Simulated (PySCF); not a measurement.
# Sr⁺: dipole response in x2c-TZVPPall plus 1 even-tempered diffuse shell per l

How polarisable is Sr⁺ at the levels listed below?

Program: PySCF 2.14.0. Level of theory: unrestricted determinants in a Gaussian basis, no spin-orbit coupling in the energies. These are calculated values, not measurements, unless marked.

**1. The atom as given**

* Element: strontium (Z = 38)
* Basis: x2c-TZVPPall with one added diffuse shell each of s, p, d, f type (9s7p7d3f1g, 95 functions)
* Hamiltonian: scalar relativity by spin-free X2C-1e
* State 1: Sr⁺: [Kr] 4d1, 2D determinant (an excited configuration)
* Methods: UHF, PBE, PBE0

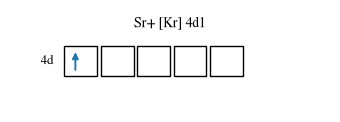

Outer shells as boxes.

The runs were made by one driver on top of PySCF. The scripts below sum up each run's settings (the driver also hands on starting orbitals that pick excited configurations, and frozen orbitals as a list rather than a count), and the logs come from the driver's own runs. The driver starts from symmetry-adapted Hartree-Fock orbitals, holds the occupation by maximum overlap and uses a logarithmic radial grid for functionals, so a plain start would take other cycles.

The integrals over 95 functions and the set-up took 2.7 s of CPU time.

**2. Sr⁺ [Kr] 4d1**

**UHF**

Contents of input.py:

```python
from pyscf import gto, scf, dft, mp, cc
import basis_set_exchange as bse
mol = gto.M(atom="Sr 0 0 0", charge=1, spin=1, symmetry="D2h",
            basis=gto.basis.parse(bse.get_basis("x2c-TZVPPall", elements=["Sr"], fmt="nwchem", augment_diffuse=1)),
            nucmod="G")
mf = scf.UHF(mol).sfx2c1e()
mf.irrep_nelec = {'Ag': (6, 6), 'B1g': (2, 1), 'B2g': (1, 1), 'B3g': (1, 1), 'B1u': (3, 3), 'B2u': (3, 3), 'B3u': (3, 3)}
mf.kernel()
```

The program printed:

```text
damping factor = 0
level_shift factor = 0
DIIS = <class 'pyscf.scf.diis.CDIIS'>
diis_start_cycle = 1
diis_space = 10
diis_damp = 0
SCF conv_tol = 1e-09
SCF conv_tol_grad = None
number electrons alpha = 19  beta = 18
cycle= 1 E= -3177.07338446013  delta_E= -0.00178  |g|= 0.0131  |ddm|= 0.0319
cycle= 2 E= -3177.073492508  delta_E= -0.000108  |g|= 0.004  |ddm|= 0.00861
cycle= 3 E= -3177.07350884959  delta_E= -1.63e-05  |g|= 0.000815  |ddm|= 0.00563
cycle= 4 E= -3177.07351032698  delta_E= -1.48e-06  |g|= 0.000366  |ddm|= 0.00208
cycle= 5 E= -3177.0735106243  delta_E= -2.97e-07  |g|= 6.35e-05  |ddm|= 0.00123
cycle= 6 E= -3177.07351063785  delta_E= -1.35e-08  |g|= 1.01e-05  |ddm|= 0.000305
cycle= 7 E= -3177.07351063805  delta_E= -2.04e-10  |g|= 1.62e-06  |ddm|= 3.61e-05
converged SCF energy = -3177.07351063805  <S^2> = 0.752248  2S+1 = 2.0022467
```

It used 15 s of CPU time after the integrals (shared host).

The occupied shells:

```csv
shell,electrons,mean orbital energy (eV),spread (eV),rms radius (bohr)
1s β,1,-16201.4,0,0.0451
1s α,1,-16201.4,0,0.0451
2s α,1,-2265.4,0,0.187
2s β,1,-2265.3,0,0.187
2p α,3,-2008.1,0.004,0.166
2p β,3,-2008.1,0.062,0.166
3s α,1,-383.58,0,0.524
3s β,1,-383.57,0,0.524
3p α,3,-297.93,0.108,0.535
3p β,3,-297.91,0.154,0.535
3d α,5,-156.05,0.322,0.547
3d β,5,-155.96,0.182,0.547
4s α,1,-57.013,0,1.47
4s β,1,-56.587,0,1.47
4p α,3,-34.318,0.373,1.69
4p β,3,-33.556,0.722,1.69
4d α,1,-8.702,0,3.41
```

⟨S²⟩ = 0.752, ⟨L²⟩ = 6.02.

The driver then solved the coupled dipole response at imaginary frequencies: mean α = 95.24 bohr³ (xx, yy, zz: 134.6, 134.6, 16.52), C₆ = 390.1 au for a like pair.

**PBE**

Changes to input.py:

```diff
@@ -5,3 +5,3 @@
             nucmod="G")
-mf = scf.UHF(mol).sfx2c1e()
+mf = dft.UKS(mol, xc="PBE").sfx2c1e()
 mf.irrep_nelec = {'Ag': (6, 6), 'B1g': (2, 1), 'B2g': (1, 1), 'B3g': (1, 1), 'B1u': (3, 3), 'B2u': (3, 3), 'B3u': (3, 3)}
```

The program printed:

```text
damping factor = 0
level_shift factor = 0
DIIS = <class 'pyscf.scf.diis.CDIIS'>
diis_start_cycle = 1
diis_space = 10
diis_damp = 0
SCF conv_tol = 1e-09
SCF conv_tol_grad = None
number electrons alpha = 19  beta = 18
XC functionals = PBE
    J. P. Perdew, K. Burke, and M. Ernzerhof.,  Phys. Rev. Lett. 77, 3865 (1996)
    J. P. Perdew, K. Burke, and M. Ernzerhof.,  Phys. Rev. Lett. 78, 1396 (1997)
    J. P. Perdew, K. Burke, and M. Ernzerhof.,  Phys. Rev. Lett. 77, 3865 (1996)
    J. P. Perdew, K. Burke, and M. Ernzerhof.,  Phys. Rev. Lett. 78, 1396 (1997)
cycle= 1 E= -3178.59092424603  delta_E= -0.0097  |g|= 0.0825  |ddm|= 0.136
cycle= 2 E= -3178.59133834032  delta_E= -0.000414  |g|= 0.0423  |ddm|= 0.0347
cycle= 3 E= -3178.59146661801  delta_E= -0.000128  |g|= 0.00332  |ddm|= 0.0119
cycle= 4 E= -3178.5914695809  delta_E= -2.96e-06  |g|= 0.000258  |ddm|= 0.00333
cycle= 5 E= -3178.59146960967  delta_E= -2.88e-08  |g|= 1.86e-05  |ddm|= 0.0003
cycle= 6 E= -3178.59146960985  delta_E= -1.78e-10  |g|= 8.63e-07  |ddm|= 1.93e-05
converged SCF energy = -3178.59146960985  <S^2> = 0.75053229  2S+1 = 2.0005322
```

It used 12 s of CPU time after the integrals (shared host).

The driver then solved the coupled dipole response at imaginary frequencies: mean α = 98.98 bohr³ (xx, yy, zz: 139.4, 139.4, 18.06), C₆ = 440.1 au for a like pair.

**PBE0**

Changes to input.py:

```diff
@@ -5,3 +5,3 @@
             nucmod="G")
-mf = dft.UKS(mol, xc="PBE").sfx2c1e()
+mf = dft.UKS(mol, xc="PBE0").sfx2c1e()
 mf.irrep_nelec = {'Ag': (6, 6), 'B1g': (2, 1), 'B2g': (1, 1), 'B3g': (1, 1), 'B1u': (3, 3), 'B2u': (3, 3), 'B3u': (3, 3)}
```

The program printed:

```text
damping factor = 0
level_shift factor = 0
DIIS = <class 'pyscf.scf.diis.CDIIS'>
diis_start_cycle = 1
diis_space = 10
diis_damp = 0
SCF conv_tol = 1e-09
SCF conv_tol_grad = None
number electrons alpha = 19  beta = 18
XC functionals = PBE0
    C. Adamo and V. Barone.,  J. Chem. Phys. 110, 6158 (1999)
    M. Ernzerhof and G. E. Scuseria.,  J. Chem. Phys. 110, 5029 (1999)
cycle= 1 E= -3178.66848162957  delta_E= -0.00607  |g|= 0.0474  |ddm|= 0.102
cycle= 2 E= -3178.6686573426  delta_E= -0.000176  |g|= 0.0191  |ddm|= 0.0217
cycle= 3 E= -3178.66868329798  delta_E= -2.6e-05  |g|= 0.00175  |ddm|= 0.00533
cycle= 4 E= -3178.66868402354  delta_E= -7.26e-07  |g|= 0.000388  |ddm|= 0.00177
cycle= 5 E= -3178.66868407792  delta_E= -5.44e-08  |g|= 1.44e-05  |ddm|= 0.000428
cycle= 6 E= -3178.66868407821  delta_E= -2.86e-10  |g|= 2.48e-06  |ddm|= 3.71e-05
converged SCF energy = -3178.66868407821  <S^2> = 0.75080705  2S+1 = 2.0008069
```

CPU time 26 s on a shared host, the integrals not counted.

The driver then solved the coupled dipole response at imaginary frequencies: mean α = 88.24 bohr³ (xx, yy, zz: 123.9, 123.9, 16.92), C₆ = 388.9 au for a like pair.

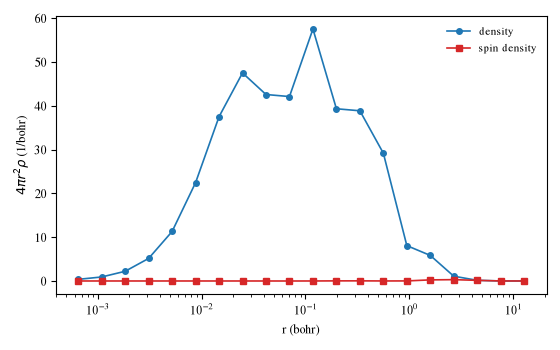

Radial density 4πr²ρ of Sr⁺ at UHF, without picture-change correction, at 20 stored radii joined by straight lines.

**3. The response side by side**

Sr⁺ [Kr] 4d1, in atomic units:

```csv
method,mean α,C₆ (like pair),S(−4)
UHF,95.24,390.1,70940
PBE,98.98,440.1,60500
PBE0,88.24,388.9,45890
```

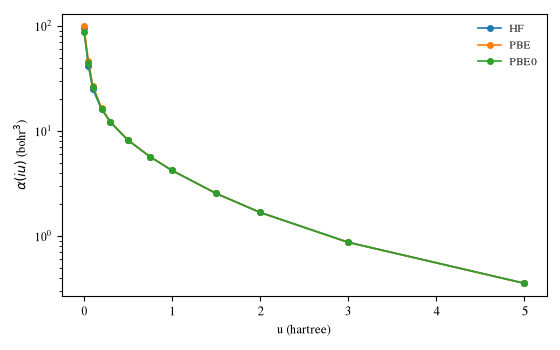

α(iu) of Sr⁺ [Kr] 4d1, the polarisability at imaginary frequency, on a logarithmic scale.

**4. Outcome**

```
         quantity                              value
α of Sr⁺ [Kr] 4d1  88.24 (PBE0) to 98.98 (PBE) bohr³
```

In words: A single London oscillator with the computed α and C₆ of Sr⁺ [Kr] 4d1 at UHF would have ω = 4 C₆ / (3 α²) = 0.0573 hartree. The basis is finite, and no extrapolation was made.
